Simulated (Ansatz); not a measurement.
Take SiS2 (space group Ibam, No. 72; a = 5.8031 Å, b = 9.8918 Å, c = 5.5455 Å; made of chains) as the base.

It is then changed as follows: full substitution Si → C; the structure is relaxed again.

Calculations: r2SCAN in Ansatz (plane waves to 500 eV, PAW, no spin-orbit coupling).

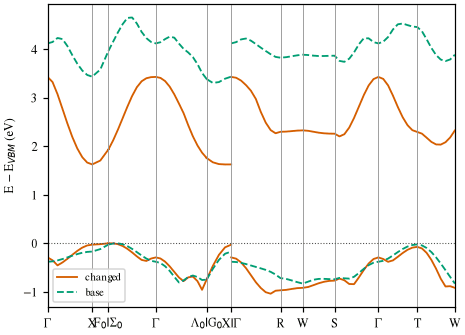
Highest valence and lowest conduction band along the path, each from its own valence-band maximum

The gap is 1.63 eV, indirect, Σ₀ → X; the base has 3.31 eV.

Stability against distortions was not tested. As relaxed here, CS2 is a hypothetical phase, not in the database extracts checked. No dispersion term is included, though the crystal is made of layers, chains or molecules, so its spacings can come out too wide.

Ansatz is an electronic-structure program.
